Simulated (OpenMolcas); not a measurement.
**Rh⁵⁺ among point charges: CASSCF and CASPT2 levels and susceptibility**

How does a field of 4 point charges split the states of Rh⁵⁺, and what χT follows?

Method: state-averaged CASSCF and CASPT2, spin-orbit coupling by RASSI with atomic mean-field integrals. Code: OpenMolcas 26.06.

### Step 1. What is computed

| Quantity | Value |
| --- | --- |
| Species | Rh⁵⁺ (rhodium, Z = 45, 40 electrons) |
| Basis | ANO-RCC-VDZP [6s5p3d1f], 43 functions |
| Scalar Hamiltonian | DKH2, point nucleus |
| Inactive shells | 1s 2s 2p 3s 3p 3d 4s 4p |
| Active space | 4 electrons in 5 orbitals (4d) |
| Some configurations of this space | 4d⁴ |
| Orbitals | optimised for each spin and parity, averaged over all roots |

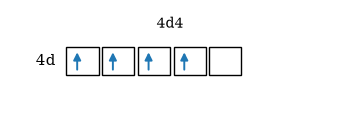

Occupation of the outer shells (arrows by Hund's rule).

The ion sits among 4 point charges of -2 e arranged as a square (D4h), 1.93 Å from the ion.

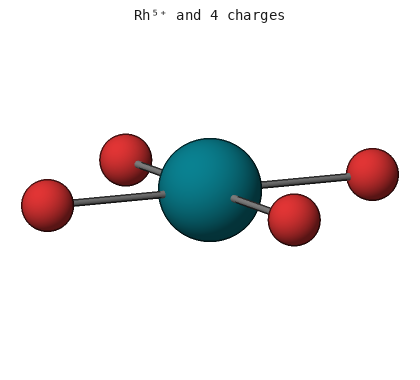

The ion and the point charges (red).

The work runs as a chain of OpenMolcas steps in one folder; each step below is one input file. Labels, J, g values, rates, χT and fits are worked out afterwards by a script from the matrices that RASSI stores. The input lists half of the charges; inversion (Group=XYZ) makes the rest.

### Step 2. One- and two-electron integrals

Input file a.inp:

```
&GATEWAY
Coord
1

Rh 0.0 0.0 0.0
Basis=ANO-RCC-VDZP
Group=XYZ
NoMove
AngMom=0.0 0.0 0.0
AMFI
XField
2 Angstrom 0
1.930000 0.000000 0.000000 -2.000000
0.000000 1.930000 0.000000 -2.000000
&SEWARD
```

On the command line:

```console
OMP_NUM_THREADS=1 MOLCAS_MEM=1689 MOLCAS_PROJECT=a pymolcas a.inp > a.log
```

What it wrote:

```text
Basis set label: RH.ANO-RCC...6S5P3D1F.

      Electronic valence basis set:
      ------------------
      Associated Effective Charge  45.000000 au
      Associated Actual Charge     45.000000 au
      Nuclear Model: Point charge

      Shell  nPrim  nBasis  Cartesian Spherical Contaminant
         s      21       6        X
         p      18       5        X
         d      13       3                 X
         f       6       1                 X
                  Relativistic Douglas-Kroll-Hess integrals:
                    - DKH order of Hamiltonian: 2
                    - DKH order of Properties : 0
                  Atomic mean-field integrals
```

### Step 3. Reference wave functions, quintets of even parity, 5 roots

Input file a.inp:

```
&RASSCF
FileOrb=start.orb
Symmetry=1
Spin=5
nActEl=4 0 0
Inactive=9 9
Ras2=5 0
CIRoot=5 5 1
SDav=5
CIMx=300
Iter=120 100
PrWF=0.3
OrbListing=Nothing
MaxOrb=0
>>> COPY $Project.JobIph JOB001
```

start.orb holds the contracted functions of the basis, ordered by shell, or the orbitals of the step before.

What it wrote (excerpt; [...] marks lines left out):

```text
[...]
      Number of active orbitals                  5
[...]
      Spin quantum number                      2.0
[...]
      Active orbitals                            5   0
[...]
      Number of CSFs                             5
      Number of root(s) required                 5
[...]
      Convergence after  7 iterations
[...]
      Natural orbitals and occupation numbers for root  1
      sym 1:   1.000000   1.000000   1.000000   1.000000   0.000000
      Natural orbitals and occupation numbers for root  2
      sym 1:  -0.000000   1.000000   1.000000   1.000000   1.000000
      Natural orbitals and occupation numbers for root  3
      sym 1:   1.000000  -0.000000   1.000000   1.000000   1.000000
::    RASSCF root number  1 Total energy:  -4785.66959607
::    RASSCF root number  2 Total energy:  -4785.64247893
::    RASSCF root number  3 Total energy:  -4785.59035616
::    RASSCF root number  4 Total energy:  -4785.59035616
::    RASSCF root number  5 Total energy:  -4785.57764028
```

### Step 4. Reference wave functions, triplets of even parity, 45 roots

Input file a.inp:

```
&RASSCF
FileOrb=start.orb
Symmetry=1
Spin=3
nActEl=4 0 0
Inactive=9 9
Ras2=5 0
CIRoot=45 45 1
SDav=45
CIMx=300
Iter=120 100
PrWF=0.3
OrbListing=Nothing
MaxOrb=0
>>> COPY $Project.JobIph JOB002
```

On the command line:

```console
OMP_NUM_THREADS=1 MOLCAS_MEM=1689 MOLCAS_PROJECT=a pymolcas a.inp > a.log
```

What it wrote (excerpt; [...] marks lines left out):

```text
[...]
      Number of active orbitals                  5
[...]
      Spin quantum number                      1.0
[...]
      Active orbitals                            5   0
[...]
      Number of CSFs                            45
      Number of root(s) required                45
[...]
      Convergence after  7 iterations
[...]
      Natural orbitals and occupation numbers for root  1
      sym 1:   0.808574   0.924329   1.096417   1.117830   0.052850
      Natural orbitals and occupation numbers for root  2
      sym 1:   1.096417   1.117830   0.808574   0.924329   0.052850
      Natural orbitals and occupation numbers for root  3
      sym 1:   0.992476   0.993499   1.003968   0.993499   0.016560
::    RASSCF root number  1 Total energy:  -4785.56647455
::    RASSCF root number  2 Total energy:  -4785.56647455
::    RASSCF root number  3 Total energy:  -4785.56552424
[...]
::    RASSCF root number 27 Total energy:  -4785.47089502
::    RASSCF root number 28 Total energy:  -4785.46883002
::    RASSCF root number 29 Total energy:  -4785.46424426
::    RASSCF root number 30 Total energy:  -4785.46424426
```

### Step 5. CASSCF: singlets of even parity, 50 roots

Input file a.inp:

```
&RASSCF
FileOrb=start.orb
Symmetry=1
Spin=1
nActEl=4 0 0
Inactive=9 9
Ras2=5 0
CIRoot=50 50 1
SDav=50
CIMx=300
Iter=120 100
PrWF=0.3
OrbListing=Nothing
MaxOrb=0
>>> COPY $Project.JobIph JOB003
```

On the command line:

```console
OMP_NUM_THREADS=1 MOLCAS_MEM=1689 MOLCAS_PROJECT=a pymolcas a.inp > a.log
```

What it wrote (excerpt; [...] marks lines left out):

```text
[...]
      Number of active orbitals                  5
[...]
      Spin quantum number                      0.0
[...]
      Active orbitals                            5   0
[...]
      Number of CSFs                            50
      Number of root(s) required                50
[...]
      Convergence after  6 iterations
[...]
      Natural orbitals and occupation numbers for root  1
      sym 1:   0.655008   1.416212   0.404078   1.416212   0.108490
      Natural orbitals and occupation numbers for root  2
      sym 1:   0.913686   1.448900   0.511863   1.082338   0.043213
      Natural orbitals and occupation numbers for root  3
      sym 1:   0.913686   1.082338   0.511863   1.448900   0.043213
::    RASSCF root number  1 Total energy:  -4785.52705010
::    RASSCF root number  2 Total energy:  -4785.52468089
::    RASSCF root number  3 Total energy:  -4785.52468089
[...]
::    RASSCF root number 27 Total energy:  -4785.42964971
::    RASSCF root number 28 Total energy:  -4785.42216208
::    RASSCF root number 29 Total energy:  -4785.40826669
::    RASSCF root number 30 Total energy:  -4785.40811133
```

### Step 6. State interaction with spin-orbit coupling

Input file a.inp:

```
&RASSI
NrOfJobIphs=3 5 45 50
1 2 3 4 5
1 2 3 4 5 6 7 8 9 10 11 12 13 14 15 16 17 18 19 20 21 22 23 24 25 26 27
28 29 30 31 32 33 34 35 36 37 38 39 40 41 42 43 44 45
1 2 3 4 5 6 7 8 9 10 11 12 13 14 15 16 17 18 19 20 21 22 23 24 25 26 27
28 29 30 31 32 33 34 35 36 37 38 39 40 41 42 43 44 45 46 47 48 49 50
IphNames
JOB001
JOB002
JOB003
EJob
SpinOrbit
DIPRint=1.0
SOCoupling=1000.0
Subsets=2
Property=9
'ANGMOM' 1 'ANGMOM' 2 'ANGMOM' 3 'MLTPL  1' 1 'MLTPL  1' 2 'MLTPL  1' 3
'AMFI' 1 'AMFI' 2 'AMFI' 3
SOProperty=3
'ANGMOM' 1 'ANGMOM' 2 'ANGMOM' 3
```

What it wrote (excerpt; [...] marks lines left out):

```text
SPIN-FREE ENERGIES:
  (Shifted by EMIN (a.u.) =      -4785.6695960651)
 SF State       Relative EMIN(au)   Rel lowest level(eV)    D:o, cm**(-1)      L_eff
     1             0.0000000000        0.0000000000              0.0000         2.0
     2             0.0271171307        0.7378947163           5951.5223         2.0
     3             0.0792399074        2.1562277272          17391.1495         2.0
     4             0.0792399074        2.1562277272          17391.1495         2.0
     5             0.0919557872        2.5022444430          20181.9625         2.0
     6             0.1031215115        2.8060792810          22632.5557         4.4
     7             0.1031215115        2.8060792810          22632.5557         4.4
     8             0.1040718210        2.8319385186          22841.1245         4.6
     9             0.1044092889        2.8411214876          22915.1902         4.4
    10             0.1135487145        3.0898179271          24921.0622         3.4
[...]
Eigenvalues of complex Hamiltonian:
   -----------------------------------
  (Shifted by EMIN (a.u.) =      -4785.6695960651)
 SO State       Relative EMIN(au)   Rel lowest level(eV)    D:o, cm**(-1)     J-value
     1            -0.0046067352        0.0000000000              0.0000         1.5
     2            -0.0045160841        0.0024667426             19.8956         1.5
     3            -0.0024107712        0.0597552248            481.9584         2.1
     4            -0.0024107712        0.0597552248            481.9584         2.1
     5            -0.0016456074        0.0805763915            649.8924         2.3
     6             0.0250740804        0.8076561380           6514.1861         2.2
     7             0.0256710722        0.8239011113           6645.2106         2.1
     8             0.0256710722        0.8239011113           6645.2106         2.1
     9             0.0272922870        0.8680166138           7001.0261         1.5
    10             0.0273377132        0.8692527243           7010.9960         1.5
    11             0.0701056632        2.0330279311          16397.4761         1.7
[...]
```

These steps: 26 s of run time, 1 thread of Arm Neoverse V1, shared host.

States without spin-orbit coupling:

```csv
state,degeneracy,E (cm-1),free-ion L (%)
5B1,1,0,D (100)
5B2,1,5952,D (100)
5E,2,17391,D (100)
5A1,1,20182,D (100)
3E,2,22633,H (63)
3B1,1,22841,H (67)
3A2,1,22915,H (65)
3E,2,24921,F (27)
3A1,1,25480,G (48)
3A2,1,26334,G (31)
3B2,1,28743,H (63)
3B1,1,28835,F (52)
3E,2,29909,H (56)
3E,2,30357,F (52)
3A2,1,31093,P (62)
1A1,1,31285,I (86)
1E,2,31805,I (84)
3B2,1,32076,F (65)
1B1,1,32716,I (85)
3A1,1,33737,G (60)
3E,2,35202,P (37)
1B2,1,35749,I (59)
1A1,1,35822,D (44)
1E,2,37391,I (50)
```

With spin-orbit coupling:

```json
{"E (cm-1)": "0.0", "Degeneracy": "1", "Label": "A1", "2S+1": "5", "g": ""}
{"E (cm-1)": "19.9", "Degeneracy": "1", "Label": "A2", "2S+1": "5", "g": ""}
{"E (cm-1)": "482.0", "Degeneracy": "2", "Label": "E", "2S+1": "5", "g": "0.00 0.00 2.78"}
{"E (cm-1)": "649.9", "Degeneracy": "1", "Label": "B1", "2S+1": "5", "g": ""}
{"E (cm-1)": "6514", "Degeneracy": "1", "Label": "B2", "2S+1": "5", "g": ""}
{"E (cm-1)": "6645", "Degeneracy": "2", "Label": "E", "2S+1": "5", "g": "0.00 0.00 5.19"}
{"E (cm-1)": "7001", "Degeneracy": "1", "Label": "A1", "2S+1": "5", "g": ""}
{"E (cm-1)": "7011", "Degeneracy": "1", "Label": "A2", "2S+1": "5", "g": ""}
{"E (cm-1)": "16397", "Degeneracy": "1", "Label": "A1", "2S+1": "5", "g": ""}
{"E (cm-1)": "16502", "Degeneracy": "2", "Label": "E", "2S+1": "5", "g": "0.00 0.00 5.06"}
{"E (cm-1)": "17607", "Degeneracy": "1", "Label": "A2", "2S+1": "5", "g": ""}
{"E (cm-1)": "17696", "Degeneracy": "2", "Label": "E", "2S+1": "5", "g": "0.00 0.00 2.95"}
{"E (cm-1)": "18031", "Degeneracy": "1", "Label": "B2", "2S+1": "5", "g": ""}
{"E (cm-1)": "18031", "Degeneracy": "1", "Label": "B1", "2S+1": "5", "g": ""}
{"E (cm-1)": "18852", "Degeneracy": "2", "Label": "E", "2S+1": "5", "g": "0.00 0.00 9.91"}
{"E (cm-1)": "20832", "Degeneracy": "1", "Label": "B2", "2S+1": "5", "g": ""}
{"E (cm-1)": "20950", "Degeneracy": "1", "Label": "B1", "2S+1": "5", "g": ""}
{"E (cm-1)": "20984", "Degeneracy": "1", "Label": "A1", "2S+1": "5", "g": ""}
{"E (cm-1)": "21026", "Degeneracy": "2", "Label": "E", "2S+1": "5", "g": "0.00 0.00 3.67"}
{"E (cm-1)": "22046", "Degeneracy": "1", "Label": "B2", "2S+1": "3", "g": ""}
{"E (cm-1)": "22451", "Degeneracy": "1", "Label": "B1", "2S+1": "3", "g": ""}
{"E (cm-1)": "22615", "Degeneracy": "2", "Label": "E", "2S+1": "3", "g": "0.00 0.00 0.80"}
{"E (cm-1)": "22669", "Degeneracy": "1", "Label": "A1", "2S+1": "3", "g": ""}
{"E (cm-1)": "23430", "Degeneracy": "2", "Label": "E", "2S+1": "3", "g": "0.00 0.00 0.35"}
```

The table of states holds 24 of 76 computed; the rest, higher up, is left out. Principal g values are given for doublets only; a zero marks a field direction without first-order Zeeman splitting.

Powder χT (cm³ K/mol): 0.15 at 2 K, 0.38 at 5 K, 0.69 at 10 K, 0.97 at 20 K, 1.18 at 50 K, 1.34 at 100 K, 1.48 at 150 K, 1.61 at 200 K, 1.73 at 250 K, 1.82 at 300 K.

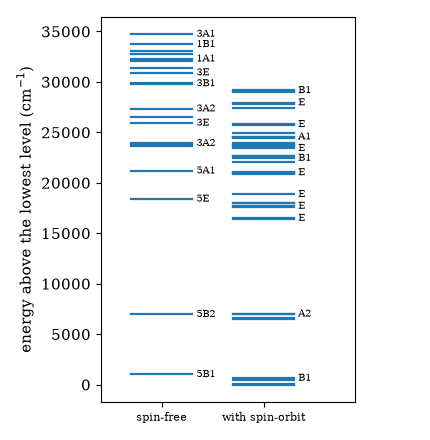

The states in the field without (left) and with (right) spin-orbit coupling.

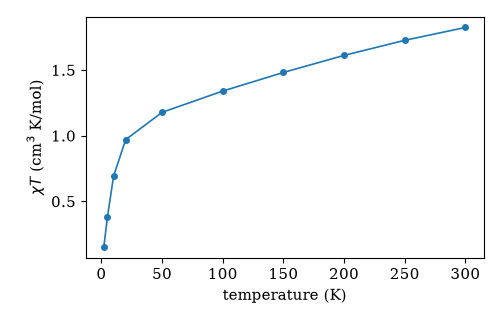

χT against temperature.

### Step 7. CASPT2: IPEA 0.25, imaginary shift 0.1 (closed shells correlated: 4s 4p)

Input file a.inp:

```
>>> COPY JOB001 $Project.JobIph
&CASPT2
Multistate=5 1 2 3 4 5
NoMult
Frozen=8 6
IPEA=0.25
Imaginary=0.1
MaxIter=60
WThr=0.0 0.3 0.05
PrWF=0.5
NoMix
>>> COPY JOB002 $Project.JobIph
&CASPT2
Multistate=45 1 2 3 4 5 6 7 8 9 10 11 12 13 14 15 16 17 18 19 20 21 22
23 24 25 26 27 28 29 30 31 32 33 34 35 36 37 38 39 40 41 42 43 44 45
NoMult
Frozen=8 6
IPEA=0.25
Imaginary=0.1
MaxIter=60
WThr=0.0 0.3 0.05
PrWF=0.5
NoMix
>>> COPY JOB003 $Project.JobIph
&CASPT2
Multistate=50 1 2 3 4 5 6 7 8 9 10 11 12 13 14 15 16 17 18 19 20 21 22
23 24 25 26 27 28 29 30 31 32 33 34 35 36 37 38 39 40 41 42 43 44 45 46
47 48 49 50
NoMult
Frozen=8 6
IPEA=0.25
Imaginary=0.1
MaxIter=60
WThr=0.0 0.3 0.05
PrWF=0.5
NoMix
```

What it wrote (excerpt; [...] marks lines left out):

```text
[...]
      Active orbitals                            5   0
[...]
      E2 (Variational):          -0.2130157135
      Total energy:           -4785.8826117786
[...]
::    CASPT2 Root  1     Total energy:  -4785.88261178
::    CASPT2 Root  2     Total energy:  -4785.85516204
[...]
::    CASPT2 Root 27     Total energy:  -4785.65706490
::    CASPT2 Root 28     Total energy:  -4785.64635774
::    CASPT2 Root 29     Total energy:  -4785.63867344
::    CASPT2 Root 30     Total energy:  -4785.63785823
```

Time for this run: 6.6 s (1 thread of Arm Neoverse V1, shared host).

SS-CASPT2: lowest energy less the reference's lowest, -0.2130 hartree; reference weights 0.953 to 0.962.

Spin-free states, with their symmetry labels:

```csv
state,degeneracy,E (cm-1),free-ion L (%)
5B1,1,0,D (100)
5B2,1,6025,D (100)
5E,2,17419,D (100)
5A1,1,20311,D (100)
3E,2,21356,H (63)
3A2,1,21486,H (65)
3B1,1,21736,H (67)
3E,2,22456,F (27)
3A1,1,23869,G (48)
3A2,1,24263,G (31)
3B1,1,26290,F (52)
3B2,1,27705,H (63)
3E,2,28187,F (52)
3E,2,28294,H (56)
3A2,1,29025,P (62)
3B2,1,29647,F (65)
1A1,1,30016,I (86)
1E,2,30285,I (84)
1B1,1,31087,I (85)
3A1,1,31247,G (60)
1A1,1,32413,D (44)
3E,2,33279,P (37)
1B2,1,33352,I (59)
1E,2,34902,I (50)
```

With spin-orbit coupling:

| E (cm-1) | Degeneracy | Label | 2S+1 | g |
| --- | --- | --- | --- | --- |
| 0 | 1 | A1 | 5 |  |
| 25 | 1 | A2 | 5 |  |
| 490 | 2 | E | 5 | 0.00 0.00 2.79 |
| 660 | 1 | B1 | 5 |  |
| 6580 | 1 | B2 | 5 |  |
| 6710 | 2 | E | 5 | 0.00 0.00 5.17 |
| 7070 | 1 | A1 | 5 |  |
| 7080 | 1 | A2 | 5 |  |
| 16330 | 1 | A1 | 5 |  |
| 16470 | 2 | E | 5 | 0.00 0.00 5.00 |
| 17610 | 1 | A2 | 5 |  |
| 17690 | 2 | E | 5 | 0.00 0.00 2.93 |
| 18020 | 1 | B2 | 5 |  |
| 18020 | 1 | B1 | 5 |  |
| 18830 | 2 | E | 5 | 0.00 0.00 9.84 |
| 20260 | 1 | B2 | 3 |  |
| 20350 | 1 | A1 | 3 |  |
| 20680 | 2 | E | 5 | 0.00 0.00 3.29 |
| 20700 | 1 | B1 | 3 |  |
| 20800 | 1 | B1 | 5 |  |
| 21060 | 1 | B2 | 5 |  |
| 21410 | 1 | A1 | 3 |  |
| 21440 | 2 | E | 3 | 0.00 0.00 0.49 |
| 21980 | 2 | E | 3 | 0.00 0.00 1.68 |

Powder χT (cm³ K/mol): 0.13 at 2 K, 0.32 at 5 K, 0.60 at 10 K, 0.91 at 20 K, 1.16 at 50 K, 1.33 at 100 K, 1.48 at 150 K, 1.61 at 200 K, 1.72 at 250 K, 1.82 at 300 K.

### Step 8. The methods side by side

A. CASSCF
B. SS-CASPT2, IPEA 0.25, imaginary shift 0.1 (closed shells correlated: 4s 4p)

```csv
method,ground state,first state of that spin (cm-1),first gap with spin-orbit (cm-1),χT at 300 K
A,5B1,5B2 5952,19.9,1.82
B,5B1,5B2 6025,24.5,1.82
```

### Step 9. Summary of results

```
                                            quantity                                                                        value
                                              method  SS-CASPT2, IPEA 0.25, imaginary shift 0.1 (closed shells correlated: 4s 4p)
                              spin-free ground state                                              5B1, 1-fold in its orbital part
first state of the same spin within the active space                                                             5B2 at 6020 cm⁻¹
                                        lowest level                                                                    1-fold A1
                                          next level                                                                    24.5 cm⁻¹
                                         χT at 300 K                                                               1.82 cm³ K/mol
                           effective moment at 300 K                                                                      3.81 μB
```

Cost by method:

```csv
method,time of its own steps,time with the reference
A. CASSCF,26 s,26 s
"B. SS-CASPT2, IPEA 0.25, imaginary shift 0.1, +4s 4p",6.6 s,33 s
```

Times are of one thread on a shared host.

In words: The spin-free ground state (5B1) comes to 100 % from free-ion D terms and keeps the highest spin of the shell. χT at 300 K is 1.82, against 3.01 cm³ K/mol for the spin alone, so spin-orbit coupling lowers it. An active space of the d shell alone favours high spin; real ions in strong fields can be low spin. The field of point charges can differ much from that of real complexes. With metal d orbitals alone active, the gaps between spin states are rough; where two lie within a few thousand cm-1, their order is open. This is an electrostatic model: the charges have no orbitals.
